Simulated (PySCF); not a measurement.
# GaCl3 (gallium trichloride (monomer)) at 4 levels

Wanted: a comparison of 4 runs (BHLYP/aug-cc-pVDZ, BLYP/aug-cc-pVDZ, PBE/aug-cc-pVDZ, wB97X/aug-cc-pVDZ) of GaCl3 (gallium trichloride (monomer)). Input form: a Python script.

The results are computed with PySCF 2.14.0.

## 1. The molecule

GaCl3 has 4 atoms, charge 0, and is taken as a singlet. SMILES: `[Cl][Ga]([Cl])[Cl]`. The coordinates come from a PBE0-D4/def2-TZVP relaxation.

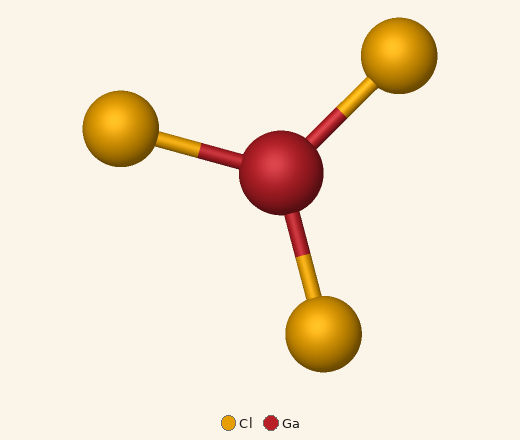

The structure, seen from a chosen angle (chlorine amber, gallium red).

## 2. A single-point energy at BHLYP/aug-cc-pVDZ (run 1)

calc.py reads:

```python
from pyscf import gto, dft

mol = gto.M(
    atom='Cl 0.866700 0.371400 1.887500; Ga 0.013800 -0.015100 -0.005100; Cl -0.090300 -1.995000 -0.731600; Cl -0.734700 1.578300 -1.171100',
    basis='aug-cc-pvdz',
    verbose=4,
    spin=0,
    max_memory=1860,
)

mf = dft.RKS(mol, xc='bhandhlyp')
mf.conv_tol = 1e-10
mf.grids.level = 5
mf.kernel()
if not mf.converged:
    mf = mf.newton().run(mf.mo_coeff, mf.mo_occ)

e_tot = mf.e_tot
print('E = %.10f Eh' % e_tot)
```

The run is started by

```bash
$ OMP_NUM_THREADS=1 python calc.py
```

Log:

```text
PySCF version 2.14.0

[... 70 lines left out ...]
converged SCF energy = -3305.58989226248
E = -3305.5898922625 Eh
```

Wall time 24 s (1 thread of Intel Xeon at 2.70GHz, shared host); peak memory 0.66 GiB.

## 3. The energy at BLYP/aug-cc-pVDZ (run 2)

job.py reads:

```python
from pyscf import gto, dft

molecule = gto.Mole()
molecule.atom = '''
Cl     1.637826     0.701844     3.566858
Ga     0.026078    -0.028535    -0.009638
Cl    -0.170642    -3.770004    -1.382524
Cl    -1.388382     2.982555    -2.213058
'''
molecule.spin = 0
molecule.verbose = 4
molecule.basis = 'aug-cc-pvdz'
molecule.max_memory = 1860
molecule.unit = 'bohr'
molecule.build()

mf = dft.RKS(molecule)
mf.xc = 'blyp'
mf.grids.level = 5
mf.conv_tol = 1e-10
mf.kernel()
if not mf.converged:
    mf = mf.newton().run(mf.mo_coeff, mf.mo_occ)

etot = mf.e_tot
print(f'total energy: {etot:.8f} hartree')
```

The run is started by

```bash
$ OMP_NUM_THREADS=1 python job.py
```

Log:

```text
PySCF version 2.14.0

[... 72 lines left out ...]
converged SCF energy = -3305.6586326343
total energy: -3305.65863263 hartree
```

It took 25 s on 1 thread of Intel Xeon at 2.70GHz, shared host; peak memory 0.66 GiB.

Run 3 isn't shown in full; the table further down has it.

## 4. The energy at wB97X/aug-cc-pVDZ (run 4)

job.py reads:

```python
from pyscf import gto, dft

mol = gto.M(
    atom='''
Cl       0.866700       0.371400       1.887500
Ga       0.013800      -0.015100      -0.005100
Cl      -0.090300      -1.995000      -0.731600
Cl      -0.734700       1.578300      -1.171100
''',
    basis='aug-cc-pvdz',
    spin=0,
    verbose=4,
    max_memory=1860,
)

calc0 = dft.RKS(mol)
calc0.xc = 'wb97x'
calc0.grids.level = 5
calc0.conv_tol = 1e-10
calc0.kernel()
if not calc0.converged:
    calc0 = calc0.newton().run(calc0.mo_coeff, calc0.mo_occ)

e_tot = calc0.e_tot
print('E = %.10f Eh' % e_tot)
```

The run is started by

```bash
$ OMP_NUM_THREADS=1 python job.py
```

Log:

```text
PySCF version 2.14.0

[... 71 lines left out ...]
converged SCF energy = -3305.64745348892
E = -3305.6474534889 Eh
```

Wall time 55 s (1 thread of Intel Xeon at 2.70GHz, shared host); peak memory 0.66 GiB.

## 5. Overview of the runs

```tsv
run	level	energy (Eh)	dipole moment (D)	HOMO energy (eV)	LUMO energy (eV)	wall time
1	BHLYP/aug-cc-pVDZ	-3305.589892	0.00	-10.77	-1.32	24 s
2	BLYP/aug-cc-pVDZ	-3305.658633	0.00	-7.90	-3.03	25 s
3	PBE/aug-cc-pVDZ	-3304.747144	0.00	-8.07	-3.08	24 s
4	wB97X/aug-cc-pVDZ	-3305.647453	0.00	-11.97	-0.21	55 s
```

## 6. Summary of results

```
            quantity           value
 run 4: total energy  -3305.64745 Eh
run 4: dipole moment          0.00 D
  run 4: HOMO energy       -11.97 eV
  run 4: LUMO energy        -0.21 eV
run 4: HOMO–LUMO gap        11.76 eV
```

In words: The HOMO–LUMO gap runs from 4.86 eV (BLYP/aug-cc-pVDZ) to 11.76 eV (wB97X/aug-cc-pVDZ). Totals of different functionals can't be ranked against each other. All runs together took 2.1 min, the longest 55 s.
